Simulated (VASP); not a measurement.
Band structure of MgZn (space group Pmma). These are PBEsol GGA, VASP's PBE PAW potentials (set 64) (plane waves; VASP) values and carry that method's errors.

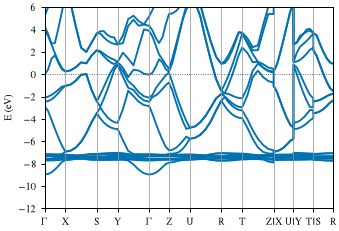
Bands along high-symmetry lines, zero at the valence-band maximum or, without a gap, the Fermi level

Q: Read the plot: is there a gap, and where are the band edges?

A: It has no gap at this level: it comes out as a metal or semimetal. (Edges off the drawn lines would not show.)

The structure comes from a computed database's MgZn entry (Pmma); how it stands against other phases isn't given here. It was relaxed first.
